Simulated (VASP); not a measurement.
Band structure of BaO (rock salt). All values below come from vdW-DF-cx, VASP's PBE PAW potentials (set 64) (plane waves; VASP 6.6.1).

Unless said otherwise, spin-orbit coupling is left out, though it shifts the bands of the heavy elements here.

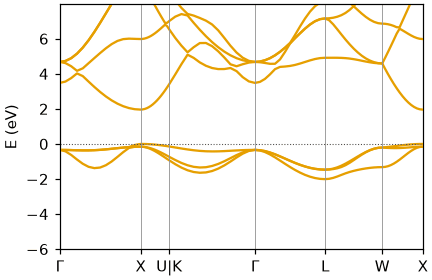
Figure: Bands along high-symmetry lines, zero at the valence-band maximum or, without a gap, the Fermi level

Problem. Read the plot: is there a gap, and where are the band edges?

Solution. The gap is direct, 1.96 eV, from the valence maximum at X to the conduction minimum at X. (Edges off the drawn lines would not show.)

Measured: gap 4.40 eV (computed value off by -2.44 eV), as given by Abedi et al., (2022), arXiv:2211.14644.

The compound is BaO in the rock salt structure. It was relaxed first.
